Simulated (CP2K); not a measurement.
# H2S2 (SMILES SS) at HF/3-21G

What is the energy change on altering one bond length of H2S2 at HF/3-21G? 

Program for the calculation: CP2K 2026.2.

7 further runs of the same task are left out: 5 that didn't finish, 2 set aside as unsound or not needed.

**1. The structure to begin with**

H2S2: 4 atoms, total charge 0, spin state singlet. As SMILES, `SS`. The shape is that of a PBE0-D4/def2-TZVP optimisation.

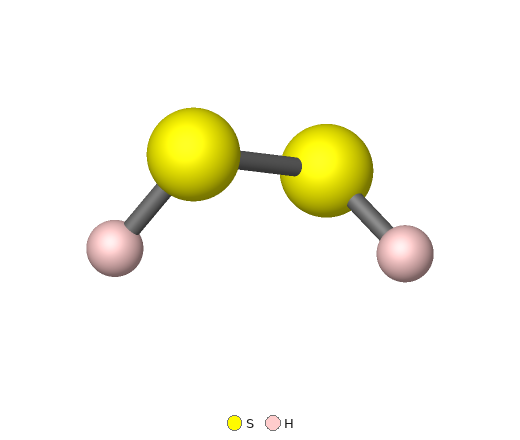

The structure, seen from a chosen angle (sulfur yellow, hydrogen pink).

**2. The energy at HF/3-21G**

qs.inp reads:

```
&GLOBAL
    PROJECT qs
    RUN_TYPE ENERGY
    PRINT_LEVEL MEDIUM
&END GLOBAL

&FORCE_EVAL
    METHOD QUICKSTEP
    &DFT
        BASIS_SET_FILE_NAME ./3_21g.basis
        POTENTIAL_FILE_NAME POTENTIAL
        &QS
            METHOD GAPW
            EPS_DEFAULT 1.0E-10
        &END QS
        &MGRID
            CUTOFF 280
            REL_CUTOFF 50
            NGRIDS 4
        &END MGRID
        &POISSON
            PERIODIC NONE
            POISSON_SOLVER MULTIPOLE
        &END POISSON
        # SCF settings
        &SCF
            SCF_GUESS ATOMIC
            EPS_SCF 1.0E-07
            MAX_SCF 100
            ADDED_MOS 5
            &DIAGONALIZATION
                ALGORITHM STANDARD
            &END DIAGONALIZATION
            &MIXING
                METHOD DIRECT_P_MIXING
                ALPHA 0.4
            &END MIXING
        &END SCF
        # exchange and correlation
        &XC
            &XC_FUNCTIONAL NONE
            &END XC_FUNCTIONAL
            &HF
                FRACTION 1
                &SCREENING
                    EPS_SCHWARZ 1.0E-10
                &END SCREENING
                &MEMORY
                    MAX_MEMORY 1050
                &END MEMORY
            &END HF
        &END XC
        # extra output
        &PRINT
            &MOMENTS
                PERIODIC F
                REFERENCE COM
                MAX_MOMENT 1
            &END MOMENTS
            &MO ON
                ENERGIES T
                OCCUPATION_NUMBERS T
                NDIGITS 6
                &EACH
                    QS_SCF 0
                &END EACH
                ADD_LAST NUMERIC
            &END MO
            &LOWDIN ON
            &END LOWDIN
            &HIRSHFELD OFF
            &END HIRSHFELD
        &END PRINT
    &END DFT
    &SUBSYS
        &CELL
            ABC 8.4 9.5 8.9
            PERIODIC NONE
        &END CELL
        &COORD
            S      0.784480    -0.789210     0.166690
            S      0.060220     1.121560     0.067360
            H     -0.225420    -1.352590     0.856880
            H     -0.619290     1.020250    -1.090950
        &END COORD
        &TOPOLOGY
            &CENTER_COORDINATES
            &END CENTER_COORDINATES
        &END TOPOLOGY
        &KIND S
            BASIS_SET 3-21G
            POTENTIAL ALL
            LEBEDEV_GRID 194
            RADIAL_GRID 100
        &END KIND
        &KIND H
            BASIS_SET 3-21G
            POTENTIAL ALL
            LEBEDEV_GRID 194
            RADIAL_GRID 100
        &END KIND
    &END SUBSYS
&END FORCE_EVAL
```

Run with:

```
$ OMP_NUM_THREADS=1 cp2k.psmp -i qs.inp > qs.out 2>&1
```

Standard output, cut to the lines that bear on the results:

```text
CP2K| version string:                                       CP2K version 2026.2
[...]
 GLOBAL| Method name                                                        CP2K
[...]
 GLOBAL| Run type                                                         ENERGY
[...]
 DFT| Spin restricted Kohn-Sham (RKS) calculation                            RKS
 DFT| Multiplicity                                                             1
[...]
 DFT| Charge                                                                   0
[...]
 QS| Method:                                                                GAPW
[...]
 QS| Density cutoff [a.u.]:                                                140.0
[...]
 QS| Relative density cutoff [a.u.]:                                        25.0
[...]
                             - Atoms:                                          4
[...]
                             - Spherical basis functions:                     30
[...]
 Number of electrons:                                                         34
[...]
     1 P_Mix/Diag. 0.40E+00    0.4     0.37528668      -792.5234821338 -7.93E+02
[...]
    14 DIIS/Diag.  0.62E-07    0.2     0.00000007      -792.2431270440 -2.27E-13
  *** SCF run converged in    14 steps ***
[...]
  Overlap energy of the core charge distribution:               0.00000056840397
  Self energy of the core charge distribution:               -346.70793217541888
  Core Hamiltonian energy:                                   -451.72965756209391
  Hartree energy:                                              95.16949393558110
  Exchange-correlation energy:                                  0.00000000000000
  Hartree-Fock Exchange energy:                               -50.70470952963119
[...]
                     Mulliken Population Analysis
 #  Atom  Element  Kind  Atomic population                           Net charge
       1     S        1         16.104619                             -0.104619
       2     S        1         16.104321                             -0.104321
       3     H        2          0.895256                              0.104744
       4     H        2          0.895804                              0.104196
 # Total charge                             34.000000                  0.000000
[...]
  Dipole moment [Debye]
    X= -0.1850724E+01 Y= -0.7316622E+00 Z= -0.5096896E+00  Total=      2.0543346
 ENERGY| Total FORCE_EVAL ( QS ) energy [hartree]           -792.243127044024050
[...]
```

Wall time 4.8 s (1 thread of Intel Xeon Platinum 8488C (Sapphire Rapids), shared host); peak memory 0.45 GiB.

**3. The distorted shape, same level**

calc.inp reads:

```
&GLOBAL
  PROJECT calc
  RUN_TYPE ENERGY
  PRINT_LEVEL MEDIUM
&END GLOBAL
&FORCE_EVAL
  METHOD QS
  &DFT
    BASIS_SET_FILE_NAME ./3_21g.basis
    POTENTIAL_FILE_NAME POTENTIAL
    &QS
      METHOD GAPW
      EPS_DEFAULT 1.0E-10
    &END QS
    ! plane-wave cutoff in Ry
    &MGRID
      CUTOFF 280
      REL_CUTOFF 50
      NGRIDS 4
    &END MGRID
    ! isolated system
    &POISSON
      PERIODIC NONE
      POISSON_SOLVER MULTIPOLE
    &END POISSON
    ! self-consistent field
    &SCF
      SCF_GUESS ATOMIC
      EPS_SCF 1.0E-07
      MAX_SCF 80
      ADDED_MOS 10
      &DIAGONALIZATION
        ALGORITHM STANDARD
      &END DIAGONALIZATION
      &MIXING
        METHOD DIRECT_P_MIXING
        ALPHA 0.4
      &END MIXING
    &END SCF
    &XC
      &XC_FUNCTIONAL NONE
      &END XC_FUNCTIONAL
      ! exact exchange
      &HF
        FRACTION 1
        &SCREENING
          EPS_SCHWARZ 1.0E-10
        &END SCREENING
        &MEMORY
          MAX_MEMORY 1050
        &END MEMORY
      &END HF
    &END XC
    ! extra output
    &PRINT
      &MOMENTS
        PERIODIC F
        REFERENCE COM
        MAX_MOMENT 1
      &END MOMENTS
      &MO ON
        ENERGIES T
        OCCUPATION_NUMBERS T
        NDIGITS 6
        &EACH
          QS_SCF 0
        &END EACH
        ADD_LAST NUMERIC
      &END MO
      &LOWDIN ON
      &END LOWDIN
      &HIRSHFELD OFF
      &END HIRSHFELD
      &MO_MOLDEN ON
        NDIGITS 8
      &END MO_MOLDEN
    &END PRINT
  &END DFT
  ! structure
  &SUBSYS
    &CELL
      ABC 8.9 9.5 9.9
      PERIODIC NONE
    &END CELL
    &COORD
      S      1.328082    -0.708163     1.093327
      S      0.603822     1.202607     0.993997
      H      0.318182    -1.271543     1.783517
      H     -0.619290     1.020250    -1.090950
    &END COORD
    &TOPOLOGY
      &CENTER_COORDINATES
      &END CENTER_COORDINATES
    &END TOPOLOGY
    &KIND S
      BASIS_SET 3-21G
      POTENTIAL ALL
      LEBEDEV_GRID 194
      RADIAL_GRID 100
    &END KIND
    &KIND H
      BASIS_SET 3-21G
      POTENTIAL ALL
      LEBEDEV_GRID 194
      RADIAL_GRID 100
    &END KIND
  &END SUBSYS
&END FORCE_EVAL
```

Run with:

```
$ OMP_NUM_THREADS=1 cp2k.psmp -i calc.inp -o calc.out
```

Standard output, cut to the lines that bear on the results:

```text
CP2K| version string:                                       CP2K version 2026.2
[...]
 GLOBAL| Method name                                                        CP2K
[...]
 GLOBAL| Run type                                                         ENERGY
[...]
 DFT| Spin restricted Kohn-Sham (RKS) calculation                            RKS
 DFT| Multiplicity                                                             1
[...]
 DFT| Charge                                                                   0
[...]
 QS| Method:                                                                GAPW
[...]
 QS| Density cutoff [a.u.]:                                                140.0
[...]
 QS| Relative density cutoff [a.u.]:                                        25.0
[...]
                             - Atoms:                                          4
[...]
                             - Spherical basis functions:                     30
[...]
 Number of electrons:                                                         34
[...]
     1 P_Mix/Diag. 0.40E+00    0.4     0.37133350      -792.1479993017 -7.92E+02
[...]
    20 DIIS/Diag.  0.69E-07    0.3     0.00000007      -792.1089501491 -1.14E-13
  *** SCF run converged in    20 steps ***
[...]
  Overlap energy of the core charge distribution:               0.00000028673639
  Self energy of the core charge distribution:               -346.70793217541888
  Core Hamiltonian energy:                                   -452.03682005780666
  Hartree energy:                                              95.51321467072763
  Exchange-correlation energy:                                  0.00000000000000
  Hartree-Fock Exchange energy:                               -50.49888153491912
[...]
                     Mulliken Population Analysis
 #  Atom  Element  Kind  Atomic population                           Net charge
       1     S        1         16.103753                             -0.103753
       2     S        1         16.089680                             -0.089680
       3     H        2          0.894597                              0.105403
       4     H        2          0.911971                              0.088029
 # Total charge                             34.000000                 -0.000000
[...]
  Dipole moment [Debye]
    X= -0.1520890E+01 Y= -0.9231426E+00 Z= -0.6157272E-01  Total=      1.7801937
 ENERGY| Total FORCE_EVAL ( QS ) energy [hartree]           -792.108950149069642
[...]
```

Run time: 7.5 s. Hardware: 1 thread of Intel Xeon Platinum 8488C (Sapphire Rapids), shared host; peak memory 0.48 GiB.

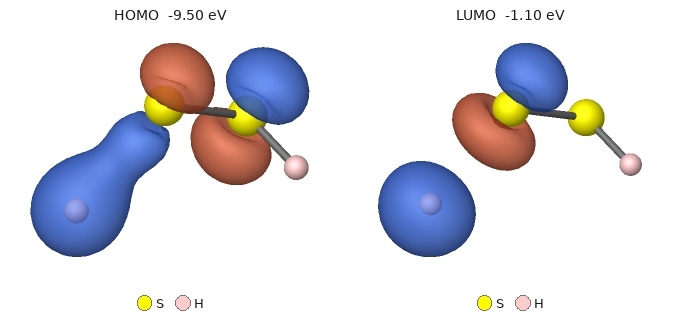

Frontier orbitals of this run, surfaces at ±0.2 Å^-3/2.

**4. Summary of results**

Level: HF/3-21G.

```
                                                         quantity          value
                                        first shape: total energy  -792.24313 Eh
                                       first shape: dipole moment         2.05 D
                                         first shape: HOMO energy      -10.75 eV
                                         first shape: LUMO energy        2.64 eV
                                       first shape: HOMO–LUMO gap       13.39 eV
                                    distorted shape: total energy  -792.10895 Eh
                                   distorted shape: dipole moment         1.78 D
                                     distorted shape: HOMO energy       -9.50 eV
                                     distorted shape: LUMO energy       -1.10 eV
                                   distorted shape: HOMO–LUMO gap        8.40 eV
energy change with the S2–H4 bond stretched from 1.347 to 2.424 Å       3.651 eV
```

**Reading.** One bond (distorted shape) is far stretched, which a spin-restricted single reference describes badly; a broken-symmetry solution may lie lower. With the S2–H4 bond stretched from 1.347 to 2.424 Å the energy rises by 3.65 eV (352 kJ/mol). The first shape isn't relaxed at this level, so the change isn't measured from a minimum. A restricted reference can't describe the breaking bond well at this length.
